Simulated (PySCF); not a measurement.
Mg(Me)(NH2), CH5MgN, SMILES [NH2][Mg][CH3] at its PBE0/def2-SVP optimised geometry (Å):

```
8

Mg    -0.0010    -0.0722     0.0000
C      2.0914    -0.0722     0.0000
H      2.5040    -0.8689    -0.6428
H      2.5069    -0.2262     1.0106
H      2.5024     0.8820    -0.3730
N     -1.8984    -0.0731     0.0012
H     -2.5069     0.7361    -0.0886
H     -2.5067    -0.8820     0.0949
```

Level of theory: PySCF 2.14.0 with PBE0/def2-TZVP.

Map of the electrostatic potential (hartree/e), clipped to [-0.08, 0.12] on the plane z = 0.8 Å:

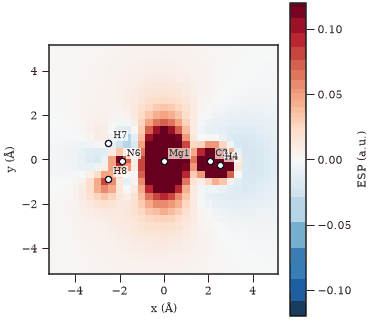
*Electrostatic potential (hartree/e), clipped to [-0.08, 0.12] on the plane z = 0.8 Å.*
